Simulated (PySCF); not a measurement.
**SiNF: singlet, from a linear start**

Aim: relax SiNF as a singlet from a linear start, check by its vibrations whether the end is a minimum, and collect its spectrum and constants.

Program: PySCF 2.14.0. Level of theory: PBE0, basis Si def2-TZVP, N def2-TZVP, F def2-TZVP, no relativity, density fitting. These are calculated values, not measurements.

## 1. Starting geometry

3 atoms, charge 0, spin multiplicity 1.

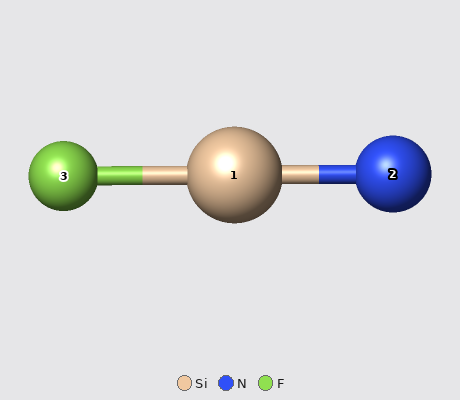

The starting geometry (silicon light orange, nitrogen blue, fluorine green); atoms are numbered from 1 in the order of the file.

Coordinates in bohr (charge 0 multiplicity 1):
```
Si    0.0000    0.0000    0.0000
N     0.0000    0.0000   -3.1558
F     0.0000    0.0000    3.4015
```

## 2. First SCF at the start

One driver script runs all steps and calls PySCF; scf.py shows how it sets up the SCF of each step. The optimiser is the driver's own. After this first run the driver tries any further starts and a stability analysis.

scf.py

```python
from pyscf import gto, scf, dft
mol = gto.M(atom='''
Si     0.000000     0.000000     0.000000
N      0.000000     0.000000    -1.670000
F      0.000000     0.000000     1.800000''',
    basis={'Si': 'def2-TZVP', 'N': 'def2-TZVP', 'F': 'def2-TZVP'},
    charge=0, spin=0)
mf = dft.RKS(mol, xc='PBE0')
mf.grids.atom_grid = (50, 194)
aux = {'Si': 'def2-universal-JKFIT', 'N': 'def2-universal-JKFIT', 'F': 'def2-universal-JKFIT'}
mf = mf.density_fit(auxbasis=aux)
mf.conv_tol = 1e-08
mf.diis_space = 10
mf.max_cycle = 60
mf.init_guess = 'minao'
mf.verbose = 4
mf.kernel()
```

Started as:

```bash
$ OMP_NUM_THREADS=2 python axn.py task.json out
```

What it wrote:

```text
init E= -443.694161731739
  HOMO = -0.295498407943801  LUMO = -0.193597672842273  gap/eV = 2.77286
cycle= 1 E= -443.588882757556  delta_E= 0.105  |g|= 0.826  |ddm|= 1.73
  HOMO = -0.24682768138593  LUMO = -0.0906095366609065  gap/eV = 4.25091
cycle= 2 E= -441.561619355664  delta_E= 2.03  |g|= 2.47  |ddm|= 2.24
  HOMO = -0.335599216121654  LUMO = -0.173802311335486  gap/eV = 4.40272
cycle= 3 E= -443.581420691453  delta_E= -2.02  |g|= 0.918  |ddm|= 2.07
  HOMO = -0.301020202897199  LUMO = -0.171220683854685  gap/eV = 3.53202
cycle= 4 E= -443.760091842109  delta_E= -0.179  |g|= 0.126  |ddm|= 0.403
  HOMO = -0.298959436796671  LUMO = -0.169026317064926  gap/eV = 3.53566
cycle= 5 E= -443.765108965477  delta_E= -0.00502  |g|= 0.0128  |ddm|=  0.1
  HOMO = -0.300925793464879  LUMO = -0.16955167588852  gap/eV = 3.57487
cycle= 6 E= -443.765129357939  delta_E= -2.04e-05  |g|= 0.00366  |ddm|= 0.00966
  HOMO = -0.300350065559199  LUMO = -0.169036981887075  gap/eV = 3.57321
cycle= 7 E= -443.765132364757  delta_E= -3.01e-06  |g|= 0.00113  |ddm|= 0.00276
  HOMO = -0.300461595605772  LUMO = -0.16918177439598  gap/eV = 3.57231
cycle= 8 E= -443.765132753313  delta_E= -3.89e-07  |g|= 0.000182  |ddm|= 0.00146
  HOMO = -0.300439836861519  LUMO = -0.169158510098079  gap/eV = 3.57235
cycle= 9 E= -443.765132767284  delta_E= -1.4e-08  |g|= 3.31e-05  |ddm|= 0.000324
  HOMO = -0.300443112705561  LUMO = -0.169160386251619  gap/eV = 3.57238
cycle= 10 E= -443.765132768018  delta_E= -7.34e-10  |g|= 7.58e-06  |ddm|= 8.48e-05
  HOMO = -0.300442713902063  LUMO = -0.169158975111081  gap/eV = 3.57241
Extra cycle  E= -443.765132768044  delta_E= -2.64e-11  |g|= 7.05e-06  |ddm|= 1.43e-05
converged SCF energy = -443.765132768044
```

This step, with its further starts and checks, took 2.8 s on 2 threads of Arm Neoverse V2, shared host.

The test of internal stability found no lower closed-shell solution.

## 3. Linear start, singlet: relaxation

The program finds C∞v symmetry in the start, which this walk keeps. The walk stops when the largest gradient is under 0.0003 Eh/bohr and the energy has settled too.

Changes to scf.py since step 2:

```diff
@@ -3,3 +3,3 @@
-Si     0.000000     0.000000     0.000000
-N      0.000000     0.000000    -1.670000
-F      0.000000     0.000000     1.800000''',
+Si     0.000000     0.000000    -0.177309
+N      0.000000     0.000000    -1.847309
+F      0.000000     0.000000     1.622691''',
@@ -15 +14,0 @@
-mf.init_guess = 'minao'
```

Energy and gradient, step by step:

```csv
step,energy (Eh),change (kJ/mol),largest symmetric gradient (Eh/bohr)
0,-443.765133,0.00,0.08410
1,-443.796496,-82.34,0.03154
2,-443.797048,-83.79,0.00993
3,-443.797101,-83.93,0.00078
4,-443.797102,-83.94,0.00021
```

The walk took 4.8 s.

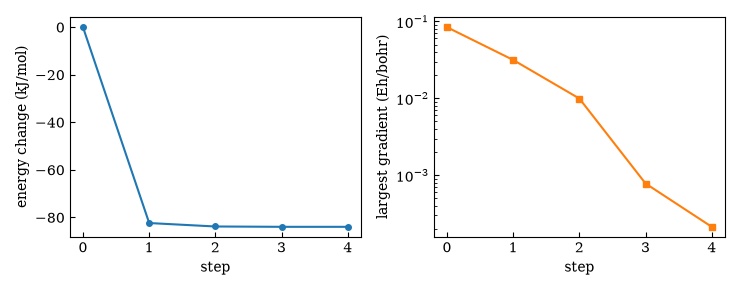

How energy and gradient fall.

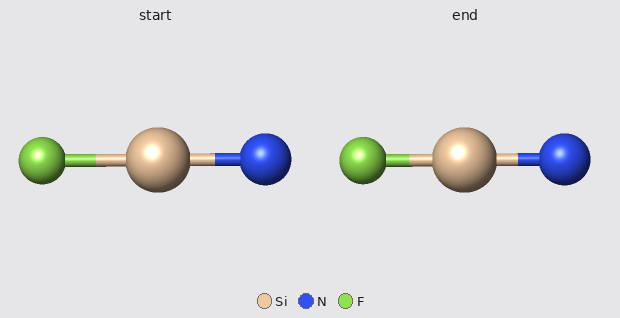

Start and end of the relaxation.

End point (C∞v, 4 steps, 83.9 kJ/mol gained): Si–F 1.576 Å, Si–N 1.557 Å; F–Si–N 180.0°.

## 4. Hessian and properties

The point is checked on the finer grid, and tightened if its gradient asks for it. The Hessian and the dipole derivatives come from central differences of analytic gradients, with steps of 0.02 bohr.

Changes to scf.py since step 3:

```diff
@@ -3,3 +3,3 @@
-Si     0.000000     0.000000    -0.177309
-N      0.000000     0.000000    -1.847309
-F      0.000000     0.000000     1.622691''',
+Si     0.000000    -0.000000    -0.133343
+N      0.000000     0.000000    -1.690836
+F      0.000000     0.000000     1.442664''',
@@ -9 +9 @@
-mf.grids.atom_grid = (50, 194)
+mf.grids.atom_grid = (75, 302)
@@ -12 +12 @@
-mf.conv_tol = 1e-08
+mf.conv_tol = 1e-10
```

This SCF starts from the last density.

Log of the central SCF (cycles and frontier levels):

```text
init E= -443.797083480664
  HOMO = -0.294214812588423  LUMO = -0.134703401358408  gap/eV = 4.34053
cycle= 1 E= -443.797083480663  delta_E= 1.36e-12  |g|= 2.74e-06  |ddm|= 1.88e-06
  HOMO = -0.294214503333192  LUMO = -0.134703330352579  gap/eV = 4.34052
Extra cycle  E= -443.79708348066  delta_E= 3.18e-12  |g|= 5.37e-06  |ddm|= 3.33e-06
converged SCF energy = -443.79708348066
```

The whole step took 17 s.

Geometry: C∞v; Si–F 1.576 Å, Si–N 1.557 Å; F–Si–N 180.0°.

Modes, for the most abundant isotopes:

```csv
symmetry,ω (cm⁻¹),IR (km/mol),μ (u)
π,138,31.9,20.54
σ+,815,71.7,17.56
σ+,1314,43.5,18.64
```

No imaginary mode, so this is a minimum.

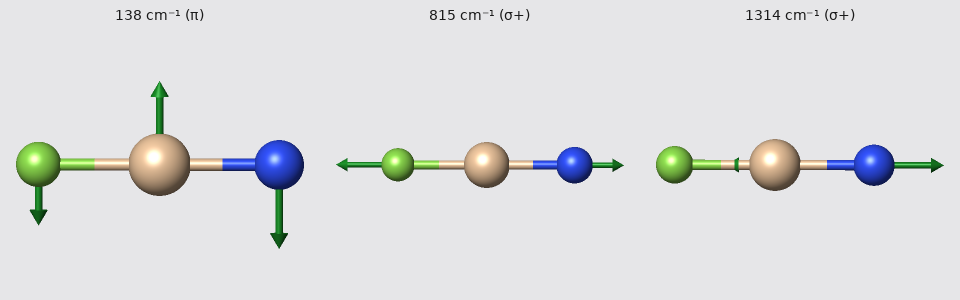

How the atoms move in 3 of the modes.

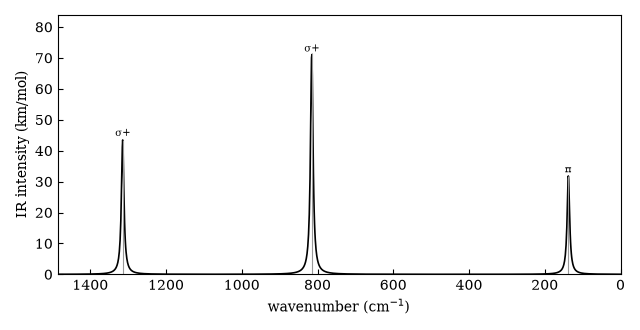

The harmonic infrared spectrum (widths in cm⁻¹). Lines are broadened to a width of 8 cm⁻¹ (Lorentzian).

Properties at this point:

```
Dipole moment                                                   : 3.33 D
Highest occupied level                                          : -8.01 eV
Lowest empty level                                              : -3.67 eV
Rotational constants                                            : 0.2105 cm⁻¹
Zero-point energy                                               : 14.4 kJ/mol
Principal polarisabilities                                      : 30.2, 30.2, 44.2 bohr³
Atomisation energy without zero-point energy                    : 860 kJ/mol
Principal traceless quadrupole moments about the centre of mass : -8.42, 4.21, 4.21 D Å
Entropy at 298.15 K and 1 bar                                   : 250.4 J/(mol K)
Heat capacity Cp at 298.15 K                                    : 48.3 J/(mol K)
Enthalpy at 298.15 K above 0 K                                  : 12.39 kJ/mol
Rotational symmetry number                                      : 1
```

Populations by atom (charges in e):

| atom | Mulliken | Löwdin | polar tensor | Mayer order to Si1 |
| --- | --- | --- | --- | --- |
| Si1 | 0.54 | 0.23 | 0.69 | – |
| N2 | -0.33 | -0.28 | -0.30 | 2.99 |
| F3 | -0.21 | 0.06 | -0.39 | 1.18 |

Outer orbital energies (eV). occupied: -35.53, -21.66, -16.74, -14.69, -14.69, -9.77, -8.01, -8.01; empty: -3.67, -0.95, -0.95, 2.81.

Mulliken populations on Si1: s 5.12, p 7.84, d 0.41, f 0.09.

## 5. Outcome

| quantity | value |
| --- | --- |
| minimum | singlet, C∞v |
| geometry | Si–F 1.576 Å, Si–N 1.557 Å; F–Si–N 180.0° |
| wavenumbers (cm⁻¹) | 138 (π), 815 (σ+), 1314 (σ+) |
| dipole moment | 3.33 D |
| highest occupied, lowest empty level | -8.01, -3.67 eV |
| polar-tensor charge of Si1 | +0.69 e |
| zero-point energy | 14.4 kJ/mol |
| entropy at 298.15 K | 250.4 J/(mol K) |
| atomisation energy (no zero-point energy) | 860 kJ/mol |

What this shows: The linear start keeps its C∞v symmetry and ends in a minimum. The strongest infrared band lies at 815 cm⁻¹ (σ+, stretch). Other starts or spin states, not run here, may lie lower.

The search up to here took 24 s.
